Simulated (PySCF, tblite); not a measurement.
# C₅H₉OSi radical: geometry, infrared bands and EPR parameters

What infrared bands and EPR parameters should C₅H₉OSi radical (`C[C@@H]1C=[C]C[SiH2]O1`) show?

The runs use tblite 0.8.0 and PySCF 2.14.0, with density-fitted response routines of our own; the level of theory stands in each step. All values are computed, except where a source is named. Atoms count from 0, in the outputs and in this text.

### Step 1. The starting structure

16 atoms, charge 0, multiplicity 2; geometry from: force field or distance geometry start.

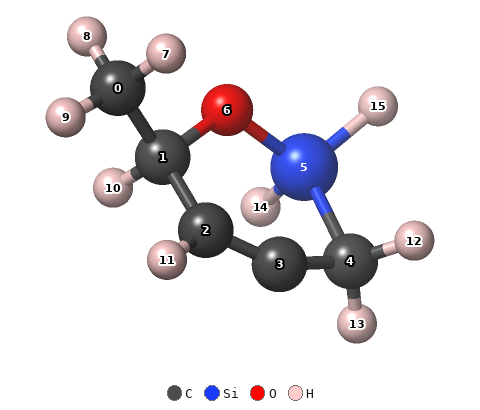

As it starts; carbon dark grey, silicon blue, oxygen red, hydrogen pink, atoms numbered; sticks join atoms by distance.

### Step 2. Optimising the geometry with GFN2-xTB

The job: settings as JSON, then the geometry in Å.

```
{"job": {"kind": "relax", "xc": "GFN2-xTB", "basis": "xTB"}, "charge": 0, "multiplicity": 2}
C     -2.311600     0.064100     0.495700
C     -1.005300    -0.066700    -0.264400
C     -0.252400    -1.335000     0.197600
C      1.036100    -1.273800     0.235500
C      2.219800    -0.435000     0.095700
Si     1.377400     1.243900    -0.446800
O     -0.251500     1.154700    -0.025300
H     -2.144300     0.187400     1.577600
H     -2.849800     0.961000     0.166600
H     -2.972200    -0.802100     0.341300
H     -1.215000    -0.145200    -1.331400
H     -0.795300    -2.277500     0.268000
H      2.750500    -0.290800     1.040800
H      2.904500    -0.778600    -0.697100
H      1.475200     1.407800    -1.916500
H      2.026000     2.394700     0.251300
```

Command:

```bash
$ OMP_NUM_THREADS=1 python probes_run.py task.json out
```

One launch serves the whole session: the jobs run in the order shown.

What it wrote:

```text
step      E/eV     max force
  0    -572.00607    1.797
  1    -572.14932    1.161
  2    -572.25127    1.008
  3    -572.28471    0.557
  4    -572.30410    0.423
  5    -572.31646    0.324
  6    -572.32488    0.303
  7    -572.33729    0.388
  8    -572.34722    0.376
  9    -572.35480    0.218
 10    -572.36028    0.200
 11    -572.36543    0.196
 12    -572.36967    0.156
 13    -572.37225    0.094
 14    -572.37373    0.098
 15    -572.37515    0.094
 16    -572.37697    0.105
 17    -572.37874    0.104
 18    -572.37998    0.084
 19    -572.38083    0.091
 20    -572.38168    0.098
 21    -572.38276    0.118
 22    -572.38394    0.085
 23    -572.38500    0.084
 24    -572.38603    0.091
 25    -572.38735    0.165
 26    -572.38903    0.198
 27    -572.39070    0.153
 28    -572.39191    0.079
 29    -572.39274    0.071
 30    -572.39356    0.088
 31    -572.39452    0.106
 32    -572.39541    0.072
 33    -572.39611    0.056
 34    -572.39669    0.064
 35    -572.39723    0.068
 36    -572.39773    0.053
 37    -572.39809    0.046
 38    -572.39837    0.046
 39    -572.39872    0.060
 40    -572.39919    0.069
 41    -572.39967    0.051
 42    -572.40001    0.048
 43    -572.40024    0.042
 44    -572.40049    0.051
 45    -572.40080    0.053
 46    -572.40108    0.036
 47    -572.40125    0.034
 48    -572.40137    0.033
 49    -572.40152    0.039
 50    -572.40172    0.040
 51    -572.40196    0.032
 52    -572.40216    0.034
 53    -572.40231    0.037
 54    -572.40250    0.035
 55    -572.40280    0.035
 56    -572.40311    0.040
 57    -572.40342    0.052
 58    -572.40382    0.060
 59    -572.40441    0.082
 60    -572.40501    0.113
 61    -572.38748    0.419
 62    -572.40628    0.069
 63    -572.40693    0.059
 64    -572.41077    0.124
 65    -572.41213    0.076
 66    -572.41450    0.082
 67    -572.41658    0.103
 68    -572.41864    0.109
 69    -572.42002    0.114
 70    -572.42215    0.122
 71    -572.42339    0.103
 72    -572.42496    0.083
 73    -572.42637    0.073
 74    -572.42706    0.070
 75    -572.42772    0.076
 76    -572.42861    0.085
 77    -572.42918    0.072
 78    -572.42966    0.040
 79    -572.42993    0.034
 80    -572.43014    0.031
 81    -572.43031    0.045
 82    -572.43047    0.038
 83    -572.43063    0.037
 84    -572.43083    0.039
 85    -572.43112    0.054
 86    -572.43153    0.069
 87    -572.43199    0.063
 88    -572.43243    0.051
 89    -572.43282    0.047
 90    -572.43318    0.046
 91    -572.43353    0.041
 92    -572.43383    0.037
 93    -572.43414    0.035
 94    -572.43452    0.046
 95    -572.43502    0.060
 96    -572.43555    0.058
 97    -572.43602    0.048
 98    -572.43642    0.046
 99    -572.43680    0.059
100    -572.43720    0.058
101    -572.43759    0.044
102    -572.43786    0.029
103    -572.43803    0.027
104    -572.43817    0.025
105    -572.43828    0.022
106    -572.43837    0.026
107    -572.43844    0.028
108    -572.43852    0.024
109    -572.43860    0.019
110    -572.43868    0.016
111    -572.43874    0.018
112    -572.43880    0.021
113    -572.43888    0.024
114    -572.43898    0.021
115    -572.43910    0.026
116    -572.43920    0.021
117    -572.43929    0.022
118    -572.43938    0.022
119    -572.43948    0.024
120    -572.43961    0.026
121    -572.43976    0.025
122    -572.43990    0.032
123    -572.44004    0.029
124    -572.44021    0.024
125    -572.44037    0.027
126    -572.44047    0.020
127    -572.44053    0.011
128    -572.44055    0.007
```

It took 0.67 s on 1 thread of Arm Neoverse V2, shared host.

The steps of the relaxation: (not every step is listed)

```csv
step,energy from step 0 (eV),largest force (eV/Å)
0,0.0000,1.7972
1,-0.1432,1.1611
2,-0.2452,1.0080
3,-0.2786,0.5569
4,-0.2980,0.4228
5,-0.3104,0.3245
6,-0.3188,0.3033
7,-0.3312,0.3877
8,-0.3411,0.3759
19,-0.3748,0.0912
30,-0.3875,0.0881
41,-0.3936,0.0515
52,-0.3961,0.0336
63,-0.4009,0.0588
74,-0.4210,0.0705
85,-0.4250,0.0539
96,-0.4295,0.0580
107,-0.4324,0.0282
118,-0.4333,0.0223
123,-0.4340,0.0289
124,-0.4341,0.0235
125,-0.4343,0.0266
126,-0.4344,0.0199
127,-0.4345,0.0112
128,-0.4345,0.0068
```

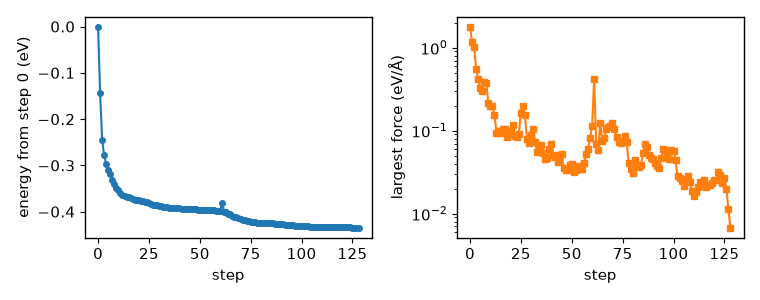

Energy and force, step by step.

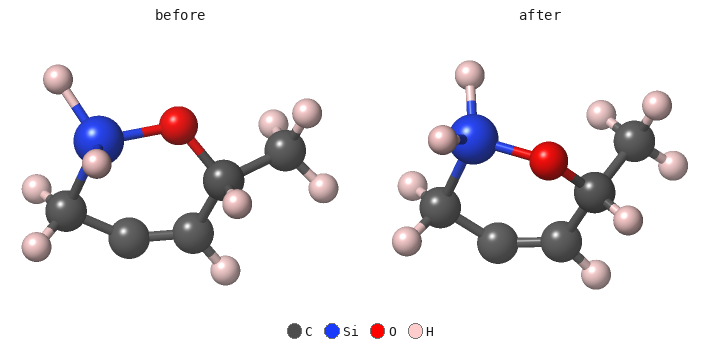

Before and after, at one scale.

Close pairs (by a distance rule), those that changed most:

| bond | before (Å) | after (Å) | change (Å) |
| --- | --- | --- | --- |
| Si5–O6 | 1.685 | 1.617 | -0.068 |
| C1–O6 | 1.455 | 1.399 | -0.056 |
| Si5–H14 | 1.482 | 1.454 | -0.028 |
| Si5–H15 | 1.494 | 1.466 | -0.028 |
| C4–Si5 | 1.955 | 1.941 | -0.015 |
| C0–H7 | 1.102 | 1.088 | -0.014 |
| C0–H9 | 1.100 | 1.087 | -0.014 |
| C3–C4 | 1.457 | 1.444 | -0.013 |

The end geometry stands in the next job.

### Step 3. Harmonic vibrations with GFN2-xTB

The job: settings as JSON, then the geometry in Å.

```
{"job": {"kind": "ir", "xc": "GFN2-xTB", "basis": "xTB"}, "charge": 0, "multiplicity": 2}
C     -1.983092     0.271198     0.573827
C     -1.055401    -0.238543    -0.527276
C     -0.256345    -1.442288    -0.016783
C      1.013268    -1.404457     0.242535
C      2.065201    -0.418843     0.155190
Si     1.221719     1.232773    -0.416200
O     -0.225380     0.790073    -0.985514
H     -1.392686     0.555427     1.442205
H     -2.531768     1.141988     0.221153
H     -2.688499    -0.503998     0.860855
H     -1.650036    -0.559200    -1.394523
H     -0.859076    -2.328185     0.122697
H      2.561337    -0.297242     1.119001
H      2.821305    -0.739176    -0.563605
H      1.829392     1.831137    -1.593308
H      1.122463     2.118280     0.748334
```

What it wrote:

```text
mode    cm-1     km/mol
  1      71.2      1.79
  2     111.6      1.64
  3     200.9      0.20
  4     261.1      2.63
  5     322.6     14.51
  6     377.7      5.19
  7     406.0      1.17
  8     477.6     29.36
  9     486.3     15.32
 10     589.5     41.17
 11     640.3     22.55
 12     689.4     76.08
 13     723.4     58.21
 14     740.4     49.01
 15     746.7    215.84
 16     786.8    157.87
 17     815.3     19.02
 18     855.2     27.72
 19     984.3     14.15
 20    1007.6     36.03
 21    1045.3      8.17
 22    1086.9     16.49
 23    1091.7     11.40
 24    1133.9     33.47
 25    1174.7     68.93
 26    1231.1     13.76
 27    1251.3     24.98
 28    1299.7      9.73
 29    1389.9      6.56
 30    1440.8      4.21
 31    1476.3      3.36
 32    1487.6      1.82
 33    1782.9     57.73
 34    2225.4    327.75
 35    2343.2    278.02
 36    2869.8     58.09
 37    2955.5     35.05
 38    2971.6     30.31
 39    3026.6     27.61
 40    3034.7     23.54
 41    3042.2      4.95
 42    3047.4     54.37
```

It took 0.41 s on 1 thread of Arm Neoverse V2, shared host.

Which atoms move in the most intense modes:

| cm⁻¹ | km/mol | atoms |
| --- | --- | --- |
| 689 | 76.1 | H15 46 %, H14 17 %, O6 11 % |
| 723 | 58.2 | C3 19 %, C2 17 %, O6 11 %, H11 11 % |
| 747 | 215.8 | H15 26 %, O6 14 %, Si5 14 %, C2 12 % |
| 787 | 157.9 | H14 33 %, H15 30 %, Si5 15 % |
| 1175 | 68.9 | H12 27 %, H13 26 %, C4 21 % |
| 2225 | 327.8 | H15 96 % |
| 2343 | 278.0 | H14 96 % |
| 2870 | 58.1 | H10 93 % |

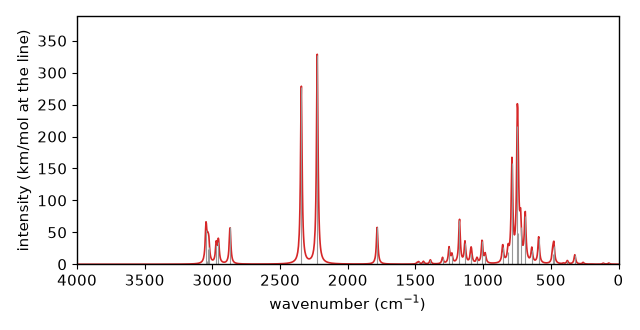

The infrared spectrum from these modes, unscaled. Lines are broadened to a width of 14 cm⁻¹ (Lorentzian).

### Step 4. EPR parameters: B3LYP/pcH-1

Same as in step 3 but for these lines:

```diff
@@ -1,2 +1,2 @@
-{"job": {"kind": "ir", "xc": "GFN2-xTB", "basis": "xTB"}, "charge": 0, "multiplicity": 2}
+{"job": {"kind": "epr", "basis": "pcH-1"}, "charge": 0, "multiplicity": 2}
 C     -1.983092     0.271198     0.573827
```

Level: UKS B3LYP, pcH-1 on C H O Si, non-relativistic, mean-field spin-orbit, GIAO.

What it wrote:

```text
UKS, coarse grid
  cycle   1  E = -560.51122144  |g| = 5.80e-01
  cycle   2  E = -560.32344357  |g| = 9.20e-01
  cycle   3  E = -560.63346468  |g| = 1.22e-01
  cycle   4  E = -560.63895300  |g| = 4.14e-02
  cycle   5  E = -560.63982575  |g| = 1.12e-02
  cycle   6  E = -560.63988144  |g| = 7.65e-03
  cycle   7  E = -560.63991962  |g| = 2.08e-03
  cycle   8  E = -560.63992934  |g| = 9.29e-04
UKS, final grid
  cycle   1  E = -560.63990399  |g| = 8.50e-04
  cycle   2  E = -560.63990439  |g| = 1.02e-03
  cycle   3  E = -560.63990491  |g| = 2.71e-04
  cycle   4  E = -560.63990504  |g| = 2.30e-04
  cycle   5  E = -560.63990515  |g| = 7.97e-05
  cycle   6  E = -560.63990515  |g| = 1.66e-05
E = -560.63990515 Eh   <S^2> = 0.7580 (exact 0.7500)
g shifts (ppm)      1          2          3
  rmc          -162       -162       -162
  gc             31          6        -18
  oz_so        -421         -8       1626
  total        -552       -164       1445
hyperfine (MHz)  atom isotope    a_iso     a_fc   dipolar eigenvalues
    0   13C      -5.88      -5.89     -0.49     -0.35      0.85
    1   13C      57.95      57.96     -8.83     -8.36     17.19
    2   13C      -4.06      -4.06    -17.76      0.75     17.01
    3   13C     303.94     304.06    -74.33    -55.56    129.89
    4   13C      -1.44      -1.44     -7.67     -6.17     13.85
    5  29Si     -69.78     -69.92    -23.31     11.55     11.76
    6   17O      -3.91      -3.90     -3.35      1.53      1.82
    7    1H       1.25       1.25     -1.58     -1.32      2.90
    8    1H       5.00       5.00     -1.01     -0.72      1.73
    9    1H      -0.10      -0.10     -1.23     -0.91      2.14
   10    1H      -2.31      -2.31     -4.09     -1.48      5.56
   11    1H      94.23      94.24     -6.04     -5.00     11.03
   12    1H      39.00      39.00     -6.69     -4.90     11.58
   13    1H      28.27      28.26     -6.67     -4.57     11.24
   14    1H      18.20      18.20     -1.99     -1.08      3.07
   15    1H      11.86      11.86     -1.88     -1.36      3.24
```

Wall time 78 s (1 thread of Arm Neoverse V2, shared host); peak memory 1.1 GiB.

Principal g values 2.00177, 2.00216, 2.00376; g(iso) = 2.00256, against 2.00232 for a free electron.

Hyperfine couplings; where a row names several nuclei, a(iso) is their mean (it holds for fast rotation or exchange) and the dipolar term the largest among them:

| nuclei | isotope | a(iso) (MHz) | a(iso) (G, at g = 2.0023) | largest dipolar term (MHz) |
| --- | --- | --- | --- | --- |
| C3 | 13C | 303.9 | 108.5 | 129.9 |
| H11 | 1H | 94.2 | 33.6 | 11.0 |
| Si5 | 29Si | -69.8 | -24.9 | -23.3 |
| C1 | 13C | 58.0 | 20.7 | 17.2 |
| H12 | 1H | 39.0 | 13.9 | 11.6 |
| H13 | 1H | 28.3 | 10.1 | 11.2 |
| H14 | 1H | 18.2 | 6.5 | 3.1 |
| H15 | 1H | 11.9 | 4.2 | 3.2 |
| C0 | 13C | -5.9 | -2.1 | 0.8 |
| C2 | 13C | -4.1 | -1.5 | -17.8 |
| O6 | 17O | -3.9 | -1.4 | -3.3 |
| H10 | 1H | -2.3 | -0.8 | 5.6 |
| H7, H8, H9 | 1H | 2.1 | 0.7 | 2.9 |
| C4 | 13C | -1.4 | -0.5 | 13.8 |

Mulliken spin populations:

C0 0.00; C1 0.07; C2 -0.14; C3 0.92; C4 -0.02; Si5 0.07; O6 0.01; H7 0.00; H8 0.00; H9 0.00; H10 0.00; H11 0.04; H12 0.01; H13 0.01; H14 0.01; H15 0.01

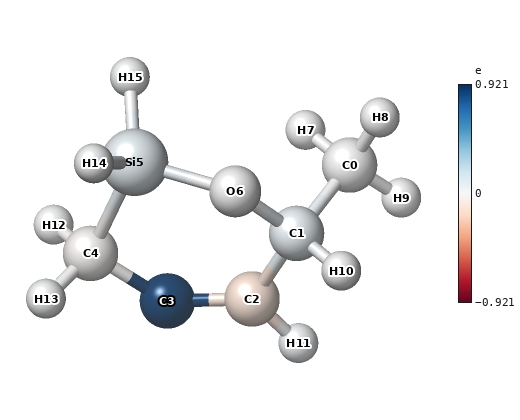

Mulliken spin populations, as colours on the atoms.

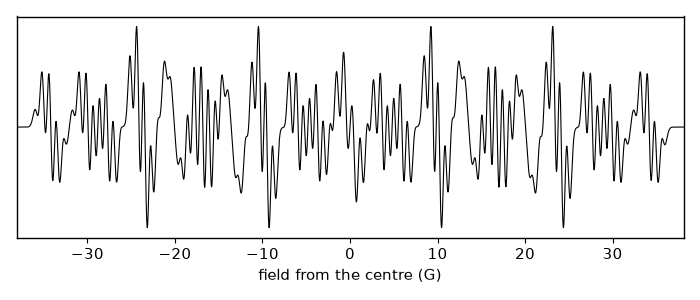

First-order isotropic spectrum (first derivative, main isotopes with spin only, couplings over 0.8 MHz, Gaussian width 0.3 G; couplings of the frozen geometry, rotation of groups not averaged beyond the rows shown).

Orbitals, density, ELF and potential are computed afterwards from the orbital file.

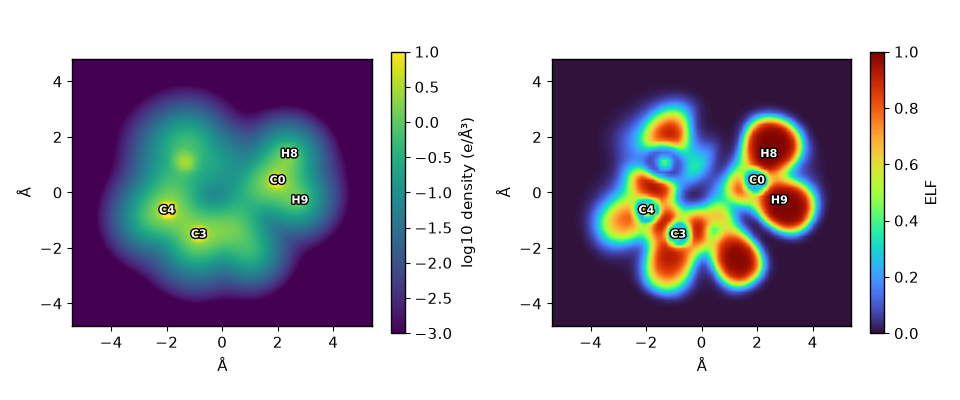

Density (left) and ELF (right) in a plane through or near 5 of the atoms.

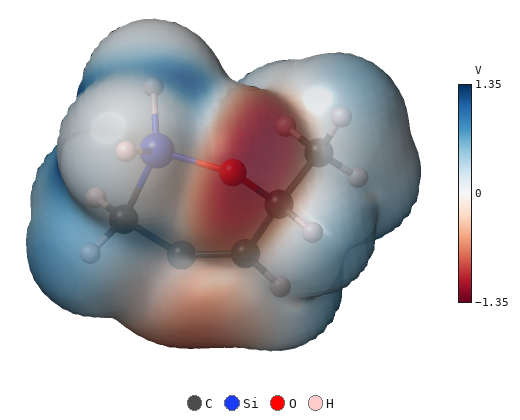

The potential that a unit positive charge feels on the 0.002 e/bohr³ surface, from -1.12 V near O6 to 1.35 V near Si5.

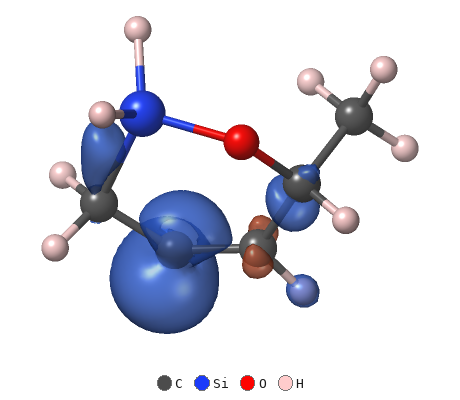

Spin density at ±0.05 e/Å³ (alpha excess blue, beta excess red).

### Step 5. Summary of results

| quantity | value |
| --- | --- |
| strongest single infrared mode (GFN2-xTB) | 2225 cm⁻¹, 328 km/mol |
| zero-point energy (GFN2-xTB) | 76.8 kcal/mol |
| g(iso) (B3LYP) | 2.00256 |
| ⟨S²⟩ | 0.758 (exact 0.75) |
| largest a(iso) (averaged by class) | 13C on C3, 303.9 MHz |
| surface potential, least and greatest | -1.12 V and 1.35 V |

In words: Relaxing lowered the energy by 0.434 eV in 128 steps; the close pair that moved most is Si5–O6, from 1.685 to 1.617 Å. All 42 modes are real, so the xTB geometry is a minimum. The strongest single mode, at 2225 cm⁻¹, moves mainly H15. GFN2-xTB is a fitted tight-binding method: band positions and strengths are rough. Its intensities can rank the bands wrongly. C3 carries the largest spin population, 0.92 e. The isotropic g lies 0.2 ppt above the free-electron value.
